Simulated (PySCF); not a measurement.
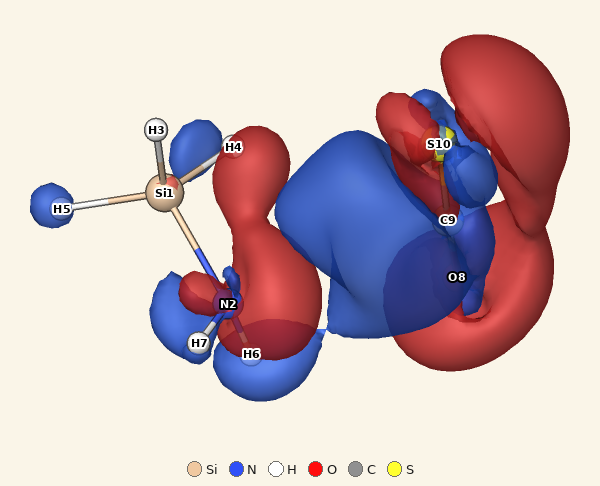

*CH₅NOSSi, SMILES `[SiH3]N.O=C=S`. Density of the complex less the densities of the two fragments at the same geometry, ±0.001 e/Å³ (red: gain, blue: loss). Fragment A: SiH5N (atoms 1–7); fragment B: CSO.*

PySCF calculation, PBE/def2-TZVP, gas phase; geometry: GFN2-xTB. GFN2-xTB bond lengths at metals and heavier atoms can be off by up to 0.1 Å and shapes distorted, which carries into these values.

Input

```python
import numpy as np
from pyscf import gto, scf, dft
from pyscf.scf import atom_ks, atom_hf
from scipy.linalg import block_diag
from pyscf.dispersion import dftd3

def solve(mol, dm0=None, hcore=None):
    mf = (dft.UKS if mol.spin else dft.RKS)(mol, xc='pbe')
    mf.grids.level = 3
    mf = mf.density_fit(auxbasis='def2-universal-jkfit')
    mf.conv_tol, mf.max_cycle = 1e-8, 80
    if hcore is not None:
        mf.get_hcore = lambda *args: hcore
    mf.kernel(dm0)
    if not mf.converged:
        mf = mf.newton().run(mf.mo_coeff, mf.mo_occ, max_cycle=30)
    assert mf.converged, 'SCF not converged'
    return mf

mol = gto.M(atom='''
Si    -2.08085     0.36342    -0.34097
N     -1.34902    -0.62196     0.87204
H     -1.81658     1.73434     0.08773
H     -1.38386     0.00952    -1.57647
H     -3.52634     0.17194    -0.52331
H     -1.30062    -1.61599     0.71111
H     -1.59945    -0.45532     1.83398
O      1.33420    -1.63244    -0.37894
C      1.50519    -0.51263    -0.15537
S      1.78107     0.97229     0.13125
''', basis='def2-tzvp', charge=0, spin=0, verbose=4)
mol_a = gto.M(atom='''
Si    -2.08085     0.36342    -0.34097
N     -1.34902    -0.62196     0.87204
H     -1.81658     1.73434     0.08773
H     -1.38386     0.00952    -1.57647
H     -3.52634     0.17194    -0.52331
H     -1.30062    -1.61599     0.71111
H     -1.59945    -0.45532     1.83398
ghost-O      1.33420    -1.63244    -0.37894
ghost-C      1.50519    -0.51263    -0.15537
ghost-S      1.78107     0.97229     0.13125
''', basis='def2-tzvp', charge=0, spin=0, verbose=4)
mol_b = gto.M(atom='''
ghost-Si    -2.08085     0.36342    -0.34097
ghost-N     -1.34902    -0.62196     0.87204
ghost-H     -1.81658     1.73434     0.08773
ghost-H     -1.38386     0.00952    -1.57647
ghost-H     -3.52634     0.17194    -0.52331
ghost-H     -1.30062    -1.61599     0.71111
ghost-H     -1.59945    -0.45532     1.83398
O      1.33420    -1.63244    -0.37894
C      1.50519    -0.51263    -0.15537
S      1.78107     0.97229     0.13125
''', basis='def2-tzvp', charge=0, spin=0, verbose=4)
ab, a, b = solve(mol), solve(mol_a), solve(mol_b)
e_int = ab.e_tot - a.e_tot - b.e_tot
print('counterpoise-corrected interaction energy / kcal/mol', e_int * 627.5095)
def disp(atoms, charge):
    m = gto.M(atom=atoms, charge=charge, basis='sto-3g', spin=None, unit='Bohr', verbose=0)
    return dftd3.DFTD3Dispersion(m, xc='pbe', version='d3bj').get_dispersion()['energy']
e_disp = disp(mol._atom, mol.charge) - disp(mol._atom[:7], mol_a.charge) - disp(mol._atom[7:], mol_b.charge)
print('D3(BJ) part / kcal/mol', e_disp * 627.5095)
# spherically averaged free atoms, for the promolecule
atm = atom_ks.get_atm_nrks(mol, xc='pbe')
pro = block_diag(*[(atm[a[0]][2] * atm[a[0]][3]) @ atm[a[0]][2].T for a in mol._atom])
np.savez('result.npz', e_int=e_int, e_disp=e_disp, dm_a=a.make_rdm1(), dm_b=b.make_rdm1(), c=ab.mo_coeff, occ=ab.mo_occ, eps=ab.mo_energy, pro=pro, d=[f.dip_moment(verbose=0) for f in (ab, a, b)])
```

Command:

```sh
OMP_NUM_THREADS=1 python input.py
```

The run took 88 s on 1 thread of Arm Neoverse V1 (shared host), peak memory 0.67 GiB.

Partitions, critical points and surface values were worked out afterwards from this run's density.

Which way does charge flow?

Answer. Hirshfeld charges show 0.004 e passing from A to B. By Hirshfeld charges, electrons gather most on O8 (−0.009 e) and leave C9 most (+0.010 e); 0.04 e is displaced in all, which induces a dipole of 0.29 D.

What is the interaction energy, and which contacts carry it?

Answer. The counterpoise-corrected interaction energy of the frozen fragments is −0.1 kcal/mol without dispersion correction and −2.1 kcal/mol with D3(BJ). The pair geometry is semi-empirical, not a minimum at this level. Contacts: N2···C9, 3.04 Å, ρ = 0.010 a.u. The pose is a local one from a semi-empirical search, not shown to be the most stable.
